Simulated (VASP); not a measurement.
```cif
data_structure
_symmetry_space_group_name_H-M 'P 1'
_symmetry_Int_Tables_number 1
_cell_length_a 4.0741
_cell_length_b 4.0741
_cell_length_c 8.9288
_cell_angle_alpha 90.000
_cell_angle_beta 90.000
_cell_angle_gamma 90.000
_cell_volume 148.20
loop_
_atom_site_label
_atom_site_type_symbol
_atom_site_fract_x
_atom_site_fract_y
_atom_site_fract_z
_atom_site_occupancy
Sb1 Sb 0.50000 0.50000 0.00000 1
Sb2 Sb 0.00000 0.50000 0.38200 1
Sb3 Sb 0.50000 0.00000 0.61800 1
Cd1 Cd 0.00000 0.00000 0.00000 1
Hf1 Hf 0.00000 0.50000 0.73400 1
Hf2 Hf 0.50000 0.00000 0.26600 1
```

Space group P-4m2; a generated structure, not necessarily the stable one; not relaxed (largest force 0.5 eV/Å); computed pressure about −5 GPa in this cell.

These are results of VASP 6.6.1, Kohn-Sham DFT of a periodic cell, r2SCAN, VASP PAW PBE potentials, recommended, not measurements.

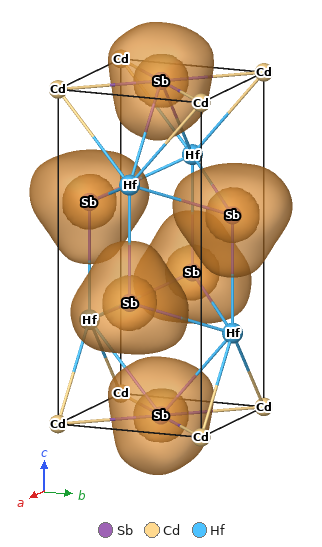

Hf2CdSb3. Isosurface of the electron localisation function at 0.6 (orange), seen slightly off an axis. Core shells and regions of very low density are left out. Sticks mark near contacts.

Core electrons are frozen (PAW), and the valence fields are smoothed inside the atomic spheres.

Describe the localisation domains.

At this value the surface marks out three regions wrapped around Sb (the valence shell of each), counted in one cell of 6 atoms. Any copies at cell faces, edges or corners count once. Profiles from the grid: Cd–Sb (2.88 Å): the ELF is about 0.45 at the midpoint. Hf–Sb (3.06 Å): the ELF is about 0.65 at the midpoint.
